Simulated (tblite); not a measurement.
Frequency calculation of C5H13N3Si2

- system: C5H13N3Si2, SMILES C[Si](C)(C)n1nncc1[SiH3]
- method: GFN2-xTB harmonic vibrations, gas phase (tblite 0.8.0)

It belongs to a series of runs on one base structure; here: C2H5 replaced by SiMe3.

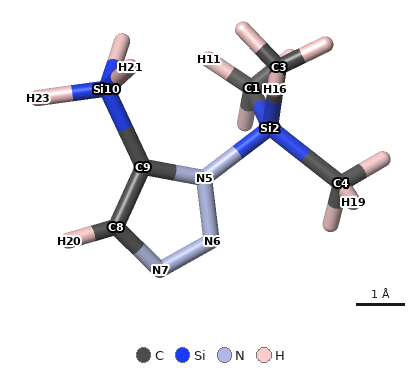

*The structure as given in the input (stick view, seen at a tilt; atoms are numbered from 1 in the order of the input).*

Bond lengths as drawn: C–C 1.38 Å, C–H 1.07 to 1.09 Å, C–N 1.34 to 1.36 Å, C–Si 1.86 to 1.90 Å, H–Si 1.46 to 1.47 Å, N–N 1.27 to 1.34 Å and N–Si 1.78 Å.

**Input**
```
{"job": {"kind": "ir", "xc": "GFN2-xTB", "basis": "xTB"}, "charge": 0, "multiplicity": 1}
C     -1.942865    -0.604529    -1.053297
Si    -0.969269     0.386838     0.248321
C     -0.823181    -0.557528     1.894706
C     -1.653418     2.137950     0.496695
N      0.667320     0.629827    -0.412091
N      0.953885     1.839025    -0.913958
N      2.136852     1.837031    -1.387732
C      2.671279     0.616141    -1.214129
C      1.740717    -0.191522    -0.584827
Si     1.901795    -1.977050    -0.071411
H     -1.489243    -1.572677    -1.245053
H     -1.986590    -0.069667    -1.997676
H     -2.962997    -0.777624    -0.726207
H     -1.749806    -0.483295     2.455000
H     -0.616343    -1.612169     1.743466
H     -0.031755    -0.150863     2.517193
H     -2.712811     2.113519     0.732229
H     -1.516212     2.736975    -0.397506
H     -1.143630     2.648649     1.308105
H      3.664692     0.382221    -1.538399
H      2.084674    -2.061216     1.380549
H      0.700164    -2.719881    -0.465871
H      3.071991    -2.523173    -0.758026
```

The first line tells a small driver script what to run in tblite; the rest is the geometry in Å.

Machine: 1 CPU thread, shared host.

Command:
```bash
OMP_NUM_THREADS=1 python <driver script> task.json out
```

**Output**
```
mode    cm-1     km/mol
  1      35.5      0.95
  2      84.6      0.00
  3      86.3      0.18
  4     103.1      0.26
  5     106.0      0.50
  6     119.5      0.15
  7     140.3      0.45
  8     147.1      0.63
  9     160.2      1.33
 10     175.3      5.24
 11     184.1      1.32
 12     189.3      8.57
 13     244.1      9.99
 14     273.9      9.09
 15     430.0     28.64
 16     484.7     18.41
 17     530.3     59.85
 18     553.4     91.10
 19     653.0     17.29
 20     658.6     17.99
 21     688.4      0.52
 22     746.8      8.35
 23     754.5      4.87
 24     779.5      5.15
 25     783.2    120.00
 26     786.8    157.00
 27     792.1    405.41
 28     795.7     22.67
 29     797.6      2.49
 30     829.4      2.05
 31     859.6    239.39
 32     860.7    251.08
 33     871.9    282.66
 34     957.2     18.69
 35    1076.1      9.18
 36    1103.9     19.19
 37    1112.2    166.59
 38    1255.7     57.16
 39    1336.1     32.54
 40    1369.3     28.89
 41    1371.2     24.16
 42    1375.7     10.82
 43    1381.5     22.53
 44    1462.4      4.64
 45    1465.9     60.09
 46    1469.6     14.30
 47    1475.4      0.86
 48    1478.6      0.34
 49    1480.1      2.79
 50    1482.6      1.17
 51    2234.3    331.56
 52    2245.2    256.43
 53    2277.3    293.85
 54    3038.5     18.20
 55    3040.0     16.42
 56    3042.2      0.40
 57    3045.4      4.94
 58    3046.4     24.85
 59    3049.8     32.49
 60    3051.5      8.65
 61    3054.3     50.60
 62    3059.5     16.27
 63    3175.9     31.48
```

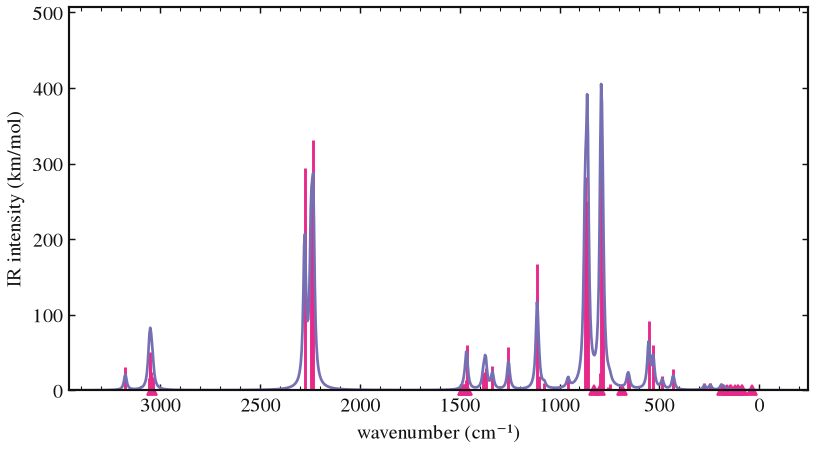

*Harmonic infrared spectrum, unscaled: sticks (degenerate modes added up, dark ones marked on the axis) with a Lorentzian envelope of 16 cm⁻¹ full width, scaled to the tallest stick.*

63 modes from 36 to 3176 cm⁻¹, none imaginary. The strongest line is at 792 cm⁻¹ (405 km/mol).

**Results in brief**

| quantity | value |
| --- | --- |
| outcome | converged |
| total energy | −803.9682 eV |
| zero-point energy | 108.2460 kcal/mol |
| wall time | 1.4 s |
| peak memory | 0.18 GiB |
